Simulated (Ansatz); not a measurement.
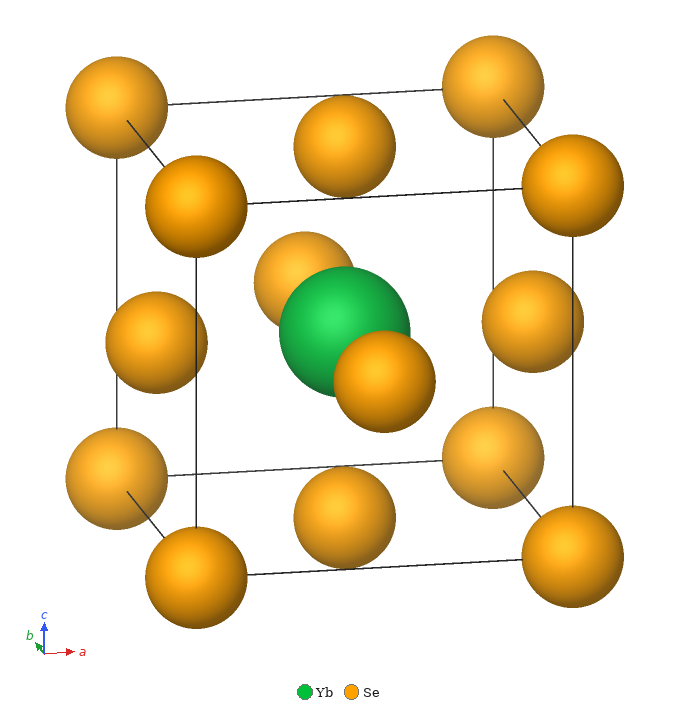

Shown here is a spheres-only view of the crystal, taken slightly off an axis. The parallelepiped is the simulation cell.

```
CELL_PARAMETERS angstrom
5.33333 0.00000 0.00000
0.00000 5.33333 0.00000
0.00000 0.00000 5.33333
ATOMIC_POSITIONS crystal
Yb 0.50000 0.50000 0.50000
Se 0.00000 0.00000 0.00000
Se 0.50000 0.50000 0.00000
Se 0.50000 0.00000 0.50000
Se 0.00000 0.50000 0.50000
```

Results below were computed with Ansatz, DFT PBE, scalar-relativistic, plane waves, PAW; the settings were a cutoff energy of 420 eV, k-points on an 8×8×8 grid, Gaussian smearing of 0.1 eV, no spin polarisation (a spin-restricted run, not always the ground state).

What does a Bader analysis give?

Yb +1.55 e; Se -0.50 to -0.05 e.

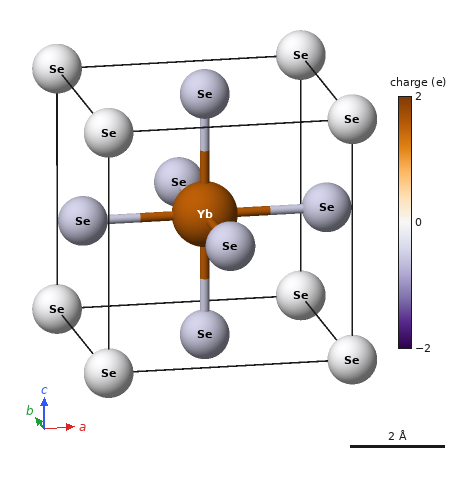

The atoms coloured by those charges.

The structure was taken from a structure type filled with these elements by a generator (whether the compound takes this form wasn't checked). Earlier steps of the study may have refined or changed the cell and positions. Ansatz was used for an electronic-structure calculation on it.
